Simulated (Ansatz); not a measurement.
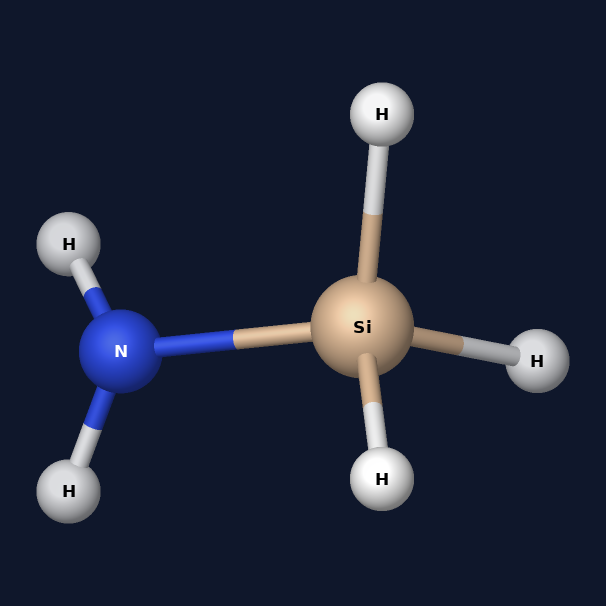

A ball-and-stick model of a molecule.

Describe the molecule.

The molecule is H5NSi. The point group is Cs. Coordination, clear cases only: 1 Si tetrahedral.

The parts below concern this one geometry. Atoms keep their numbers from picture to picture. The geometry was computed by an optimisation with PBE0-D4/def2-TZVP.

## Geometry

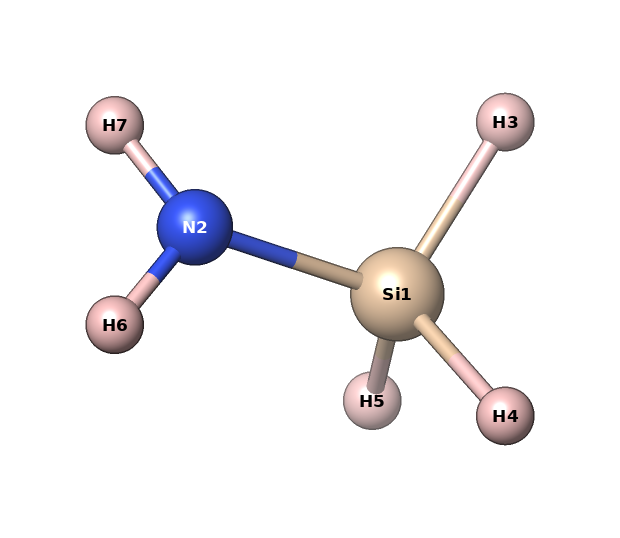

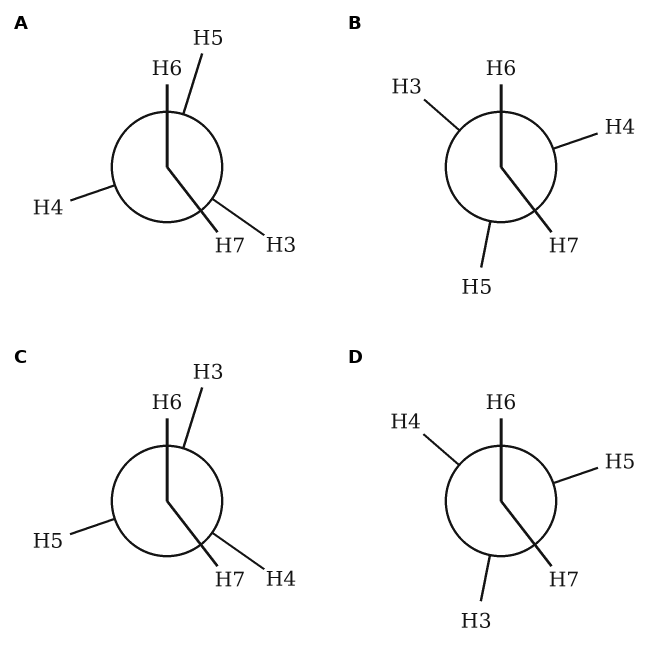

Depth is shown by fading: the farther an atom, the more it takes the colour of the background. Bonds that would overlap in a projection are set slightly apart.

> Which Newman projection shows the view along N2–Si1, with N2 in front?

D. The torsion angle H6–N2–Si1–H3 is −169°, antiperiplanar (anti).

## Electronic properties

Method: RKS PBE0-D4/def2-TZVP (Ansatz 0.2.0).

> Give the dipole moment at this level.

1.37 D.

> Estimate the dispersion correction.

−6.7 kJ/mol.

## Thermal motion

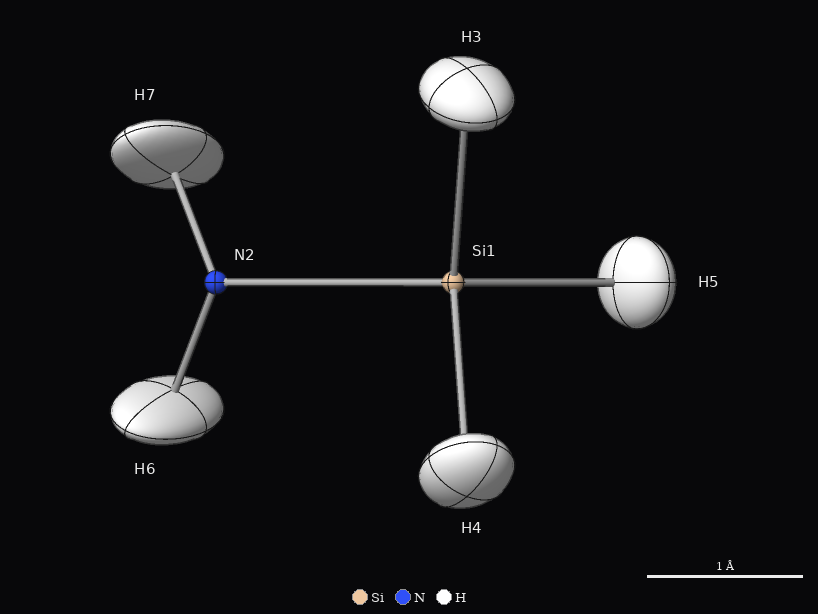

Displacement ellipsoids at the 50 % level, enlarged 1.5 times, from the internal vibrations of the free molecule (harmonic, no overall translation or rotation; no half-axis is drawn under 0.075 Å). Vibrations computed with RKS PBE0-D4/def2-TZVP (Ansatz 0.2.0). Temperature: 0 K (zero-point motion alone).

Give the displacement parameters, one line for each set of equivalent atoms.

```
  atom  U_eq (Å²)   rms amplitudes (Å)
   Si1    0.00017  0.011, 0.011, 0.016
    N2    0.00061  0.017, 0.023, 0.032
H3, H4     0.0154  0.085, 0.125, 0.152
    H5     0.0145  0.087, 0.129, 0.139
H6, H7     0.0245  0.068, 0.131, 0.227
```

## Vibrations

Harmonic vibrations computed with RKS PBE0-D4/def2-TZVP (Ansatz 0.2.0) at a stationary point of the same level.

> List the wavenumbers.

15 modes: 174, 389, 625, 701, 852, 916, 924, 978, 984, 1585, 2177, 2229, 2233, 3603, 3695 cm⁻¹.

## Charges

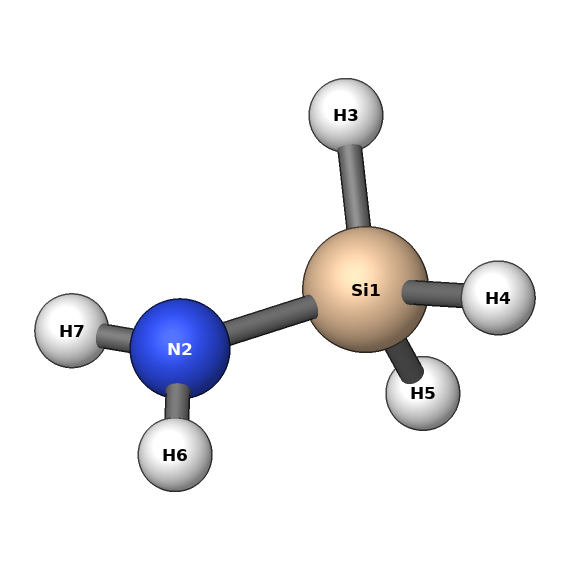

The questions are on Mulliken charges. Method: RKS PBE0-D4/def2-TZVP (Ansatz 0.2.0).

> Which atom carries the highest charge (most positive or least negative)?

Si1 (0.28 e).

> And the lowest?

N2 (−0.63 e).

Give the Mulliken charges atom by atom.

```
atom  value (e)
 Si1       0.28
  N2      −0.63
  H3      −0.03
  H4      −0.03
  H5      −0.05
  H6       0.24
  H7       0.24
```

Mulliken values depend strongly on the basis set and can even reverse the polarity of a bond.
